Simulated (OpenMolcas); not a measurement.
# Si2H4F2 (SMILES F[SiH](F)[SiH3]): levels of theory compared

Wanted: a comparison of 6 runs (HF/STO-3G, B2PLYP/cc-pVDZ, M06-2X/cc-pVDZ, PBE/cc-pVDZ, SVWN5/cc-pVDZ, r2SCAN/cc-pVDZ) of Si2H4F2. 

The calculation is run with OpenMolcas 26.06.

1 further run of the same task is left out (set aside as unsound or not needed).

## (1) The molecule

The species is Si2H4F2 (8 atoms), meant as a singlet with charge 0. As SMILES, `F[SiH](F)[SiH3]`. The shape is that of a PBE0-D4/def2-TZVP optimisation.

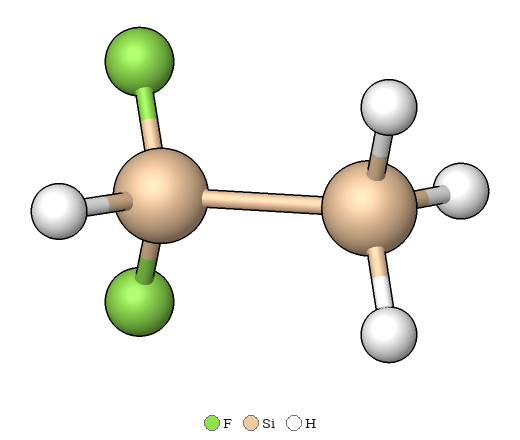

The structure, seen from a chosen angle (fluorine green, silicon light orange, hydrogen white).

## (2) Energy and gradient at HF/STO-3G (run 1)

The input, mol.xyz:

```xyz
8

F      0.971900    -1.046400     1.729500
Si     1.061800    -0.320500     0.314000
F      1.618700    -1.392500    -0.725000
Si    -1.075200     0.372800    -0.346900
H      2.081000     0.748800     0.431800
H     -1.595200     1.352300     0.642900
H     -0.983200     1.025300    -1.679300
H     -1.987700    -0.796800    -0.422700
```

The input, mol.input:

```
* F2H4Si2 Hartree-Fock

&GATEWAY
  BasLib=$CurrDir
  Coord=mol.xyz
  Basis=STO-3G
  Group=NoSym

&SEWARD

&SCF
  Thresholds=1e-10 1e-07 1e-07 1e-05
  PrOrbitals=1 2

&ALASKA
```

The basis set STO-3G is read from a file made from the Basis Set Exchange's data (not shown).

The run is started by

```console
$ export MOLCAS_MEM=1860
$ pymolcas mol.input > mol.log
```

Log:

```text
--- Start Module: gateway ---
[...]
--- Stop Module: gateway /rc=_RC_ALL_IS_WELL_ ---
[...]
      Basis functions           32
[...]
--- Start Module: scf ---
[...]
       Convergence after  10 Iterations
[...]
::    Total SCF energy                               -769.6500975840
[...]
      Total spin, S                                     0.0000000000
[...]
      Total electronic charge=   50.000000
      Total            charge=   -0.000000
[...]
      Dipole Moment (debye):
      Origin of the operator (angstrom)=    0.4729   -0.4340    0.1748
                   X= -6.0503E-01               Y=  1.2209E+00               Z= -3.3148E-01           Total=  1.4023E+00
      Quadrupole Moment (debye*angstrom):
[...]
--- Stop Module: scf /rc=_RC_ALL_IS_WELL_ ---
--- Start Module: alaska ---
[...]
 *              Molecular gradients               *
 **************************************************
  Irreducible representation: a
 ------------------------------------------------------------------------------------------
                              X                       Y                       Z
 ------------------------------------------------------------------------------------------
  F1               -1.38685296014884E-03    1.13341185365634E-02   -1.68680226494367E-02
  SI2               1.54798855025922E-02   -4.90605259541539E-02    1.10416945263296E-02
  F3               -8.58079110654586E-03    1.51581291826854E-02    1.04634008480016E-02
  SI4              -3.47708560321180E-03   -4.50917198145451E-03   -2.85117734608598E-04
  H5                2.09196438982793E-02    1.79482853043291E-02    2.98186126821143E-03
  H6               -9.06971990240280E-03    2.16807360649831E-02    2.32282481097612E-02
  H7                4.80081929163531E-03    1.42671346942920E-02   -2.94130271054849E-02
  H8               -1.86858991202024E-02   -2.68187058472842E-02   -1.14903726269916E-03
[...]
--- Stop Module: alaska /rc=_RC_ALL_IS_WELL_ ---
[...]
```

It took 2.7 s on 1 thread of Intel Xeon Platinum 8259CL at 2.50GHz (Skylake/Cascade Lake), shared host; peak memory 0.37 GiB.

## (3) The energy at B2PLYP/cc-pVDZ (run 2)

The input, geom.xyz:

```xyz
8

F      0.971900    -1.046400     1.729500
Si     1.061800    -0.320500     0.314000
F      1.618700    -1.392500    -0.725000
Si    -1.075200     0.372800    -0.346900
H      2.081000     0.748800     0.431800
H     -1.595200     1.352300     0.642900
H     -0.983200     1.025300    -1.679300
H     -1.987700    -0.796800    -0.422700
```

The input, mol.input:

```
&GATEWAY
 BasLib
 $CurrDir
 Coord
 geom.xyz
 Basis
 cc-pVDZ
 Group
 NoSym

&SEWARD
 GridInput
 Grid=UltraFine
 End of Grid

&SCF
 KSDFT
 B2PLYP_SCF
 Thresholds
 1e-10 1e-07 1e-07 1e-05
 PrOrbitals
 1 1

&MBPT2
 Frozen
 12
```

The basis set cc-pVDZ is read from a file made from the Basis Set Exchange's data (not shown).

The run is started by

```console
$ export MOLCAS_MEM=1860
$ pymolcas mol.input > mol.log
```

Log:

```text
--- Start Module: gateway ---
[...]
--- Stop Module: gateway /rc=_RC_ALL_IS_WELL_ ---
[...]
      Basis functions           84
[...]
--- Start Module: scf ---
[...]
       Convergence after  12 Iterations
[...]
::    Total KS-DFT energy                            -780.5857620079
[...]
      Total spin, S                                     0.0000000000
[...]
      Total electronic charge=   50.000000
      Total            charge=   -0.000000
[...]
      Dipole Moment (debye):
      Origin of the operator (angstrom)=    0.4729   -0.4340    0.1748
                   X= -8.0190E-01               Y=  1.5945E+00               Z= -4.3593E-01           Total=  1.8373E+00
      Quadrupole Moment (debye*angstrom):
[...]
--- Stop Module: scf /rc=_RC_ALL_IS_WELL_ ---
[...]
--- Start Module: mbpt2 ---
[...]
 ###    WARNING: MP2 implementation intended for RHF references only         ###
 ###############################################################################
MBPT2 WARNING: Reference function according to RunFile:KS-DFT
I'll assume you know what you're doing and continue
WARNING!
Default frozen orbitals as non valence orbitals is overwritten by user input.
Default values:   6
[...]
       Reference weight ( Cref**2 )         =        0.80316
::    Total MBPT2 energy                             -781.2733796714
[...]
      Total MBPT2 calculations                           0.49      0.55
--- Stop Module: mbpt2 /rc=_RC_ALL_IS_WELL_ ---
[...]
```

It took 28 s on 1 thread of Intel Xeon Platinum 8259CL at 2.50GHz (Skylake/Cascade Lake), shared host; peak memory 0.47 GiB.

Runs 3 to 5 aren't shown in full; the table further down has their settings and results.

## (4) Energy and forces at r2SCAN/cc-pVDZ (run 6)

The input, test.input:

```
&GATEWAY
  BasLib
  $CurrDir
  Coord
  8
  bohr
  F      1.83662482    -1.97740942     3.26828133
  Si     2.00651120    -0.60565722     0.59337400
  F      3.05889968    -2.63144363    -1.37005144
  Si    -2.03183353     0.70448990    -0.65554599
  H      3.93252007     1.41502692     0.81598374
  H     -3.01449111     2.55547664     1.21490493
  H     -1.85797873     1.93753620    -3.17341708
  H     -3.75620862    -1.50573378    -0.79878723
  Basis
  cc-pVDZ
  Group
  NoSym

&SEWARD
  GridInput
  Grid=UltraFine
  End of Grid

&SCF
  KSDFT
  2
  1.0 MGGA_X_R2SCAN
  1.0 MGGA_C_R2SCAN
  Thresholds
  1e-10 1e-07 1e-07 1e-05
  PrOrbitals
  1

&ALASKA
```

The basis set cc-pVDZ is read from a file made from the Basis Set Exchange's data (not shown).

The run is started by

```console
$ export MOLCAS_MEM=1860
$ pymolcas test.input > test.log
```

Log:

```text
--- Start Module: gateway ---
[...]
--- Stop Module: gateway /rc=_RC_ALL_IS_WELL_ ---
[...]
      Basis functions           84
[...]
--- Start Module: scf ---
[...]
       Convergence after  14 Iterations
[...]
::    Total KS-DFT energy                            -781.0353842121
[...]
      Total spin, S                                     0.0000000000
[...]
      Total electronic charge=   50.000000
      Total            charge=   -0.000000
[...]
      Dipole Moment (debye):
      Origin of the operator (angstrom)=    0.4729   -0.4340    0.1748
                   X= -6.9462E-01               Y=  1.3567E+00               Z= -3.7414E-01           Total=  1.5694E+00
      Quadrupole Moment (debye*angstrom):
[...]
--- Stop Module: scf /rc=_RC_ALL_IS_WELL_ ---
[...]
--- Start Module: alaska ---
[...]
 *              Molecular gradients               *
 **************************************************
  Irreducible representation: a
 ------------------------------------------------------------------------------------------
                              X                       Y                       Z
 ------------------------------------------------------------------------------------------
  F1                2.43854621148926E-03    1.68364945035879E-02   -3.32600645717029E-02
  SI2               1.25356404924357E-02   -3.83387139954259E-02    8.74909392757478E-03
  F3               -1.27999018604452E-02    2.49666878492629E-02    2.45968295219896E-02
  SI4              -3.42917851305202E-03    8.45260668120851E-04   -1.02481165141199E-03
  H5               -2.79768641017952E-03   -3.17714051278362E-03   -2.89334379657724E-04
  H6                1.60703231754566E-03   -2.53598191058924E-03   -2.52567376475143E-03
  H7                5.24613099013582E-06   -1.68136683224596E-03    3.54579970797797E-03
  H8                2.44030163121733E-03    3.08476022996063E-03    2.08161210044966E-04
[...]
--- Stop Module: alaska /rc=_RC_ALL_IS_WELL_ ---
[...]
```

It took 67 s on 1 thread of Intel Xeon Platinum 8259CL at 2.50GHz (Skylake/Cascade Lake), shared host; peak memory 0.47 GiB.

## (5) Overview of the runs

| run | level | task | frozen core orbitals | energy (Eh) | dipole moment (D) | HOMO energy (eV) | LUMO energy (eV) | wall time |
| --- | --- | --- | --- | --- | --- | --- | --- | --- |
| 1 | HF/STO-3G | gradient | – | -769.650098 | 1.40 | -8.38 | 10.34 | 2.7 s |
| 2 | B2PLYP/cc-pVDZ | energy | 12 | -780.771419 | 1.84 | -9.66 | 1.17 | 28 s |
| 3 | M06-2X/cc-pVDZ | gradient | – | -781.054714 | 1.73 | -9.63 | 0.78 | 50 s |
| 4 | PBE/cc-pVDZ | gradient | – | -780.669891 | 1.46 | -7.19 | -0.93 | 40 s |
| 5 | SVWN5/cc-pVDZ | gradient | – | -777.550378 | 1.53 | -7.25 | -1.11 | 31 s |
| 6 | r2SCAN/cc-pVDZ | gradient | – | -781.035384 | 1.57 | -7.56 | -0.68 | 67 s |

## (6) Summary of results

| quantity | value |
| --- | --- |
| run 6: total energy | -781.03538 Eh |
| run 6: dipole moment | 1.57 D |
| run 6: HOMO energy | -7.56 eV |
| run 6: LUMO energy | -0.68 eV |
| run 6: HOMO–LUMO gap | 6.88 eV |
| run 6: largest force on an atom | 2.122 eV/Å |

In words: The dipole moment (its size) runs from 1.40 D (HF/STO-3G) to 1.84 D (B2PLYP/cc-pVDZ). The two ends differ in method and basis. A double hybrid's value is that of its SCF part. The HOMO–LUMO gap runs from 6.13 eV (SVWN5/cc-pVDZ) to 18.72 eV (HF/STO-3G). For B2PLYP the log adds the whole second-order term; the table takes 0.27 of it, as the functional is defined. Totals of different functionals can't be ranked against each other. In run 1 the basis is minimal, so the values are rough. All runs together took 3.7 min, the longest 67 s.
